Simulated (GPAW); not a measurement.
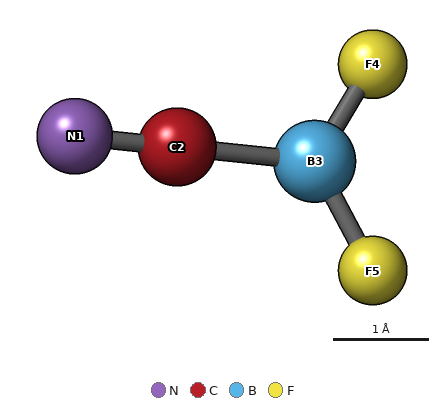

**Figure 1.** The starting structure (ball-and-stick view, seen at a tilt; atoms are numbered from 1 in the order of the input). Bond lengths as drawn: B–C 1.54 Å, B–F 1.31 Å and C–N 1.15 Å.

**Geometry relaxation, with input and output: CBF2N (part 1 of 4)**

- system: CBF2N, SMILES N#CB(F)F
- method: revPBE/real-space grid, dispersion TS, scalar-relativistic datasets (GPAW 26.7.0)

The geometry comes from this level: PBE0-D4/def2-TZVP. Figures and captions count atoms from 1; the log counts them from 0 in places.

Input file (cbf2n.py):
```python
from ase.calculators.vdwcorrection import vdWTkatchenko09prl
from ase.io import read, write
from ase.optimize import LBFGS
from gpaw import GPAW
from gpaw.analyse.hirshfeld import HirshfeldPartitioning
from gpaw.analyse.vdwradii import vdWradii
from gpaw.mpi import world

mol = read('cbf2n.xyz')
mol.set_cell([11.0, 11.0, 11.0])
mol.center()

calculator = GPAW(mode='fd',
                  h=0.18,
                  xc='revPBE',
                  occupations={'name': 'fermi-dirac', 'width': 0.05},
                  maxiter=120,
                  legacy_gpaw=True,
                  txt='-')
mol.calc = vdWTkatchenko09prl(HirshfeldPartitioning(calculator), vdWradii(mol.get_chemical_symbols(), 'PBE', world=world))

opt = LBFGS(mol, trajectory='cbf2n.traj')
converged = opt.run(fmax=0.03, steps=40)
print('Converged:', converged)
print(f'Final energy            {mol.get_potential_energy():.5f} eV')
print(f'r(C1-N0) = {mol.get_distance(1, 0):.4f} Ang')
print(f'r(F3-B2): {mol.get_distance(3, 2):.4f} Ang')
write('relaxed.xyz', mol)
```

File cbf2n.xyz:
```
5

N     -0.715100     1.789700     0.801000
C     -0.319400     0.804800     0.359300
B      0.212000    -0.517400    -0.233800
F      1.451200    -0.872800    -0.026200
F     -0.578700    -1.277900    -0.941900
```

Launched with:
```bash
python cbf2n.py
```

The program's output:
```
___ ___ ___ _ _ _
 |   |   |_  | | | |
 | | | | | . | | | |
 |__ |  _|___|_____|  26.7.0
 |___|_|

units:  Angstrom and eV
cores:  1
OpenMP: False

Versions:
  Python: 3.12.14
  ASE:    3.29.0
  Numpy:  2.5.5
  Scipy:  1.18.1
  Libxc:  7.0.0

        _gpaw.cpython-312-aarch64-linux-gnu.so

Input parameters:
  h: 0.18
  maxiter: 120
  mode: fd
  occupations: {name: fermi-dirac,
                width: 0.05}
  xc: revPBE

System changes: positions, numbers, cell, pbc, initial_charges, initial_magmoms

Initialize ...

species:
  N:
    name:    Nitrogen
    Z:       7.0
    valence: 5
    core:    2
    charge:  0.0  # [|e|]
    file:    N.revPBE.gz
    compensation charges:
      type: gauss
      rc: 0.18  # [Å]
      lmax: 2
    cutoffs:
      filter: 1.11  # [Å]
      core: 0.96  # [Å]
    projectors
    | kind |    occ | energy [eV] | rcut [Å] |
    |------|--------|-------------|----------|
    |   2s |  2.000 |     -18.619 |    0.603 |
    |   2p |  3.000 |      -7.035 |    0.529 |
    |    s |        |       8.592 |    0.603 |
    |    p |        |      20.177 |    0.529 |
    |    d |        |       0.000 |    0.577 |

    Using partial waves for N as LCAO basis

  C:
    name:    Carbon
    Z:       6.0
    valence: 4
    core:    2
    charge:  0.0  # [|e|]
    file:    C.revPBE.gz
    compensation charges:
      type: gauss
      rc: 0.20  # [Å]
      lmax: 2
    cutoffs:
      filter: 1.14  # [Å]
      core: 1.14  # [Å]
    projectors
    | kind |    occ | energy [eV] | rcut [Å] |
    |------|--------|-------------|----------|
    |   2s |  2.000 |     -13.783 |    0.635 |
    |   2p |  2.000 |      -5.237 |    0.635 |
    |    s |        |      13.429 |    0.635 |
    |    p |        |      21.974 |    0.635 |
    |    d |        |       0.000 |    0.635 |

    Using partial waves for C as LCAO basis

  B:
    name:    Boron
    Z:       5.0
    valence: 3
    core:    2
    charge:  0.0  # [|e|]
    file:    B.revPBE.gz
    compensation charges:
      type: gauss
      rc: 0.20  # [Å]
      lmax: 2
    cutoffs:
      filter: 1.14  # [Å]
      core: 1.38  # [Å]
    projectors
    | kind |    occ | energy [eV] | rcut [Å] |
    |------|--------|-------------|----------|
    |   2s |  2.000 |      -9.465 |    0.635 |
    |   2p |  1.000 |      -3.568 |    0.635 |
    |    s |        |      17.746 |    0.635 |
    |    p |        |      23.644 |    0.635 |
    |    d |        |       0.000 |    0.635 |

    Using partial waves for B as LCAO basis

  F:
    name:    Fluorine
    Z:       9.0
    valence: 7
    core:    2
    charge:  0.0  # [|e|]
    file:    F.revPBE.gz
    compensation charges:
      type: gauss
      rc: 0.20  # [Å]
      lmax: 2
    cutoffs:
      filter: 1.14  # [Å]
      core: 0.74  # [Å]
    projectors
    | kind |    occ | energy [eV] | rcut [Å] |
    |------|--------|-------------|----------|
    |   2s |  2.000 |     -29.933 |    0.635 |
    |   2p |  5.000 |     -11.043 |    0.635 |
    |    s |        |      -2.721 |    0.635 |
    |    p |        |      16.168 |    0.635 |
    |    d |        |       0.000 |    0.635 |

    Using partial waves for F as LCAO basis

Reference energy: -8614.397000  # eV

Spin-paired calculation

Convergence criteria:
 Maximum [total energy] change in last 3 cyles: 0.0005 eV / valence electron
 Maximum integral of absolute [dens]ity change: 0.0001 electrons / valence electron
 Maximum integral of absolute [eigenst]ate change: 4e-08 eV^2 / valence electron
 Maximum number of scf [iter]ations: 120
 (Square brackets indicate name in SCF output, whereas a 'c' in
 the SCF output indicates the quantity has converged.)

Symmetries present (total): 1

  ( 1  0  0)
  ( 0  1  0)
  ( 0  0  1)

1 k-point (Gamma)
1 k-point in the irreducible part of the Brillouin zone
       k-points in crystal coordinates                weights
   0:     0.00000000    0.00000000    0.00000000          1/1

Wave functions: Uniform real-space grid
  Kinetic energy operator: 6*3+1=19 point O(h^6) finite-difference Laplacian
  ScaLapack parameters: grid=1x1, blocksize=None
  Wavefunction extrapolation:
    Improved wavefunction reuse through dual PAW basis

Occupation numbers: Fermi-Dirac:
  width: 0.0500  # eV

Eigensolver
   Davidson(niter=2)

Densities:
  Coarse grid: 60*60*60 grid
  Fine grid: 120*120*120 grid
  Total Charge: 0.000000

Density mixing:
  Method: separate
  Backend: msr1
  Linear mixing parameter: 0.05
  old densities: 10
  Width of damping distribution: 1.1
  Damping of long wavelength oscillations: 1  # (no daming)

Hamiltonian:
  XC and Coulomb potentials evaluated on a 120*120*120 grid
  Using the revPBE Exchange-Correlation functional
  Interpolation: tri-quintic (5. degree polynomial)
  Poisson solver: FastPoissonSolver using
    Stencil: 6*3+1=19 point O(h^6) finite-difference Laplacian
    FFT axes: []
    FST axes: [np.int64(0), np.int64(1), np.int64(2)]

XC parameters: revPBE with 2 nearest neighbor stencil

Memory estimate:
  Process memory now: 284.26 MiB
  Calculator: 175.41 MiB
    Density: 76.79 MiB
      Arrays: 41.70 MiB
      Localized functions: 3.75 MiB
      Mixer: 31.34 MiB
    Hamiltonian: 27.58 MiB
      Arrays: 27.28 MiB
      XC: 0.00 MiB
      Poisson: 0.00 MiB
      vbar: 0.30 MiB
    Wavefunctions: 71.04 MiB
      Arrays psit_nG: 31.34 MiB
      Eigensolver: 39.20 MiB
      Projections: 0.01 MiB
      Projectors: 0.49 MiB

Total number of cores used: 1

Number of atoms: 5
Number of atomic orbitals: 20
Number of bands in calculation: 20
Number of valence electrons: 26
Bands to converge: occupied

... initialized

Initializing position-dependent things.

Density initialized from atomic densities
Creating initial wave functions:
  20 bands from LCAO basis set

        .--------------------------.
       /|                          |
      / |                          |
     /  |                          |
    /   |                          |
   /    |                          |
  /     |                          |
 *      |                          |
 |      |       N                  |
 |      |                          |
 |      |        C                 |
 |      |        B  F              |
 |      |                          |
 |      |      F                   |
 |      .--------------------------.
 |     /                          /
 |    /                          /
 |   /                          /
 |  /                          /
 | /                          /
 |/                          /
 *--------------------------*

Atomic positions and initial magnetic moments

Positions:
   0 N      4.416850    7.033800    6.371450    ( 0.0000,  0.0000,  0.0000)
   1 C      4.812550    6.048900    5.929750    ( 0.0000,  0.0000,  0.0000)
   2 B      5.343950    4.726700    5.336650    ( 0.0000,  0.0000,  0.0000)
   3 F      6.583150    4.371300    5.544250    ( 0.0000,  0.0000,  0.0000)
   4 F      4.553250    3.966200    4.628550    ( 0.0000,  0.0000,  0.0000)

Unit cell:
           periodic     x           y           z      points  spacing
  1. axis:    no    11.000000    0.000000    0.000000    60     0.1833
  2. axis:    no     0.000000   11.000000    0.000000    60     0.1833
  3. axis:    no     0.000000    0.000000   11.000000    60     0.1833

  Lengths:  11.000000  11.000000  11.000000
  Angles:   90.000000  90.000000  90.000000

Effective grid spacing dv^(1/3) = 0.1833

iter:   1 00:00:04   -35.886340
iter:   2 00:00:05   -35.616255   +0.16  -0.93
iter:   3 00:00:07   -33.619340   +0.33  -0.97
iter:   4 00:00:08   -33.629602   -0.15  -1.39
iter:   5 00:00:09   -33.544711   -0.35  -1.57
iter:   6 00:00:10   -33.514497   -1.15  -1.95
iter:   7 00:00:11   -33.516298   -1.51  -2.47
iter:   8 00:00:13   -33.515723c  -2.11  -2.57
iter:   9 00:00:14   -33.514572c  -2.49  -2.70
iter:  10 00:00:15   -33.514656c  -2.89  -3.52
iter:  11 00:00:17   -33.514635c  -3.70  -3.50
iter:  12 00:00:18   -33.514640c  -4.09  -4.11c
iter:  13 00:00:19   -33.514641c  -4.50  -4.48c
iter:  14 00:00:21   -33.514645c  -4.72  -4.63c
iter:  15 00:00:22   -33.514643c  -4.99  -4.55c
iter:  16 00:00:24   -33.514643c  -5.36  -4.93c
iter:  17 00:00:25   -33.514643c  -5.93  -4.76c
iter:  18 00:00:26   -33.514643c  -6.28  -5.04c
iter:  19 00:00:28   -33.514643c  -6.25  -4.94c
iter:  20 00:00:30   -33.514643c  -6.62  -4.86c
iter:  21 00:00:31   -33.514643c  -7.30  -5.66c
iter:  22 00:00:32   -33.514643c  -7.74c -5.77c

Converged after 22 iterations.

Dipole moment: (0.139092, -0.346755, -0.155145) |e|*Ang

Energy contributions relative to reference atoms: (reference = -8614.397000)

Kinetic:        +42.044875
Potential:      -46.328818
External:        +0.000000
XC:             -30.265647
Entropy (-ST):   -0.000000
Local:           +1.034947
SIC:             +0.000000
--------------------------
Free energy:    -33.514643
Extrapolated:   -33.514643

 Band  Eigenvalues  Occupancy
    0    -32.23950    2.00000
    1    -31.53404    2.00000
    2    -23.41457    2.00000
    3    -16.00341    2.00000
    4    -14.51168    2.00000
    5    -14.08302    2.00000
    6    -12.97515    2.00000
    7    -11.46772    2.00000
    8    -11.28957    2.00000
    9    -11.02801    2.00000
   10     -9.45481    2.00000
   11     -9.27835    2.00000
   12     -9.24345    2.00000
   13     -3.23654    0.00000
   14     -1.37899    0.00000
   15     -0.52580    0.00000
   16      0.61065    0.00000
   17      0.85185    0.00000
   18      0.92039    0.00000
   19      1.79027    0.00000

Fermi level: -7.34143

Gap: 6.007 eV
Transition (v -> c):
  (s=0, k=0, n=12, [0.00, 0.00, 0.00]) -> (s=0, k=0, n=13, [0.00, 0.00, 0.00])
No difference between direct/indirect transitions

Forces in eV/Ang:
  0 N    -0.65849    1.59713    0.74875
  1 C     0.51513   -1.30071   -0.57872
  2 B    -0.21008    0.51403    0.21659
  3 F     0.86618   -0.40373    0.30085
  4 F    -0.74929   -0.69734   -0.36012

vdWTkatchenko09prl
vdW correction: -0.17692746946187
Energy:         -33.69157042991345

Forces in eV/Ang:
  0 N    -0.62042    1.50238    0.70626
  1 C     0.55405   -1.39752   -0.62214
  2 B    -0.23270    0.57033    0.24184
  3 F     0.73169   -0.35751    0.28278
  4 F    -0.66917   -0.60831   -0.28138
       Step     Time          Energy          fmax
LBFGS:    0 00:00:38      -33.691570        1.772252
System changes: positions

Initializing position-dependent things.

Density initialized from wave functions
        .--------------------------.
       /|                          |
      / |                          |
     /  |                          |
    /   |                          |
   /    |                          |
  /     |                          |
 *      |                          |
 |      |       N                  |
 |      |                          |
 |      |        C                 |
 |      |        B  F              |
 |      |                          |
 |      |      F                   |
 |      .--------------------------.
 |     /                          /
 |    /                          /
 |   /                          /
 |  /                          /
 | /                          /
 |/                          /
 *--------------------------*

Atomic positions and initial magnetic moments

Positions:
   0 N      4.407987    7.055263    6.381539    ( 0.0000,  0.0000,  0.0000)
   1 C      4.820465    6.028935    5.920862    ( 0.0000,  0.0000,  0.0000)
   2 B      5.340626    4.734848    5.340105    ( 0.0000,  0.0000,  0.0000)
   3 F      6.593603    4.366193    5.548290    ( 0.0000,  0.0000,  0.0000)
   4 F      4.543690    3.957510    4.624530    ( 0.0000,  0.0000,  0.0000)

Unit cell:
           periodic     x           y           z      points  spacing
  1. axis:    no    11.000000    0.000000    0.000000    60     0.1833
  2. axis:    no     0.000000   11.000000    0.000000    60     0.1833
  3. axis:    no     0.000000    0.000000   11.000000    60     0.1833

  Lengths:  11.000000  11.000000  11.000000
  Angles:   90.000000  90.000000  90.000000

Effective grid spacing dv^(1/3) = 0.1833

iter:   1 00:00:39   -33.524849   -0.78
iter:   2 00:00:41   -33.513318   -1.65  -1.90
iter:   3 00:00:42   -33.473343   -1.31  -1.95
iter:   4 00:00:43   -33.472648   -2.14  -2.49
iter:   5 00:00:44   -33.472544c  -2.33  -2.67
iter:   6 00:00:45   -33.472411c  -2.87  -3.09
iter:   7 00:00:47   -33.472399c  -3.54  -3.22
iter:   8 00:00:48   -33.472365c  -3.80  -3.49
iter:   9 00:00:49   -33.472365c  -4.48  -3.92
iter:  10 00:00:51   -33.472364c  -4.95  -4.09c
iter:  11 00:00:52   -33.472364c  -5.40  -4.70c
iter:  12 00:00:54   -33.472364c  -5.71  -4.69c
iter:  13 00:00:55   -33.472365c  -5.94  -4.61c
iter:  14 00:00:57   -33.472364c  -6.32  -4.55c
iter:  15 00:00:58   -33.472364c  -6.72  -4.82c
iter:  16 00:01:00   -33.472364c  -6.93  -4.92c
iter:  17 00:01:01   -33.472364c  -7.53c -5.25c

Converged after 17 iterations.

Dipole moment: (0.120904, -0.297242, -0.134670) |e|*Ang

Energy contributions relative to reference atoms: (reference = -8614.397000)

Kinetic:        +34.788652
Potential:      -40.548467
External:        +0.000000
XC:             -28.736974
Entropy (-ST):   -0.000000
Local:           +1.024425
SIC:             +0.000000
--------------------------
Free energy:    -33.472364
Extrapolated:   -33.472364

 Band  Eigenvalues  Occupancy
    0    -32.02789    2.00000
    1    -31.34088    2.00000
    2    -23.10525    2.00000
    3    -16.20190    2.00000
    4    -14.44662    2.00000
    5    -13.94186    2.00000
    6    -12.80458    2.00000
    7    -11.34528    2.00000
    8    -11.29021    2.00000
    9    -10.92162    2.00000
   10     -9.47825    2.00000
   11     -9.33724    2.00000
   12     -9.10171    2.00000
   13     -3.58602    0.00000
   14     -1.90789    0.00000
   15     -0.53909    0.00000
   16      0.58648    0.00000
   17      0.70555    0.00000
   18      0.83331    0.00000
   19      1.72983    0.00000

Fermi level: -7.34143

Gap: 5.516 eV
Transition (v -> c):
  (s=0, k=0, n=12, [0.00, 0.00, 0.00]) -> (s=0, k=0, n=13, [0.00, 0.00, 0.00])
No difference between direct/indirect transitions

Forces in eV/Ang:
  0 N     1.11021   -2.82644   -1.23059
  1 C    -1.53107    3.80664    1.70613
  2 B     0.28633   -0.83346   -0.36834
  3 F     0.21047   -0.28062    0.19495
  4 F    -0.28553   -0.27275    0.01488

vdWTkatchenko09prl
vdW correction: -0.17623941677166377
Energy:         -33.64860381917038

Forces in eV/Ang:
  0 N     1.14681   -2.91752   -1.27146
  1 C    -1.48647    3.69527    1.65641
  2 B     0.26083   -0.76980   -0.33982
  3 F     0.07780   -0.23211    0.17876
  4 F    -0.20856   -0.18247    0.09314
LBFGS:    1 00:01:10      -33.648604        4.313739
System changes: positions

Initializing position-dependent things.

Density initialized from wave functions
        .--------------------------.
       /|                          |
      / |                          |
     /  |                          |
    /   |                          |
   /    |                          |
  /     |                          |
 *      |                          |
 |      |       N                  |
 |      |                          |
 |      |        C                 |
 |      |        B  F              |
 |      |                          |
 |      |      F                   |
 |      .--------------------------.
 |     /                          /
 |    /                          /
 |   /                          /
 |  /                          /
 | /                          /
 |/                          /
 *--------------------------*

Atomic positions and initial magnetic moments

Positions:
   0 N      4.412705    7.043087    6.376350    ( 0.0000,  0.0000,  0.0000)
   1 C      4.813783    6.045501    5.928298    ( 0.0000,  0.0000,  0.0000)
   2 B      5.341491    4.732029    5.338838    ( 0.0000,  0.0000,  0.0000)
   3 F      6.595676    4.364143    5.549885    ( 0.0000,  0.0000,  0.0000)
   4 F      4.541061    3.955157    4.624390    ( 0.0000,  0.0000,  0.0000)
```
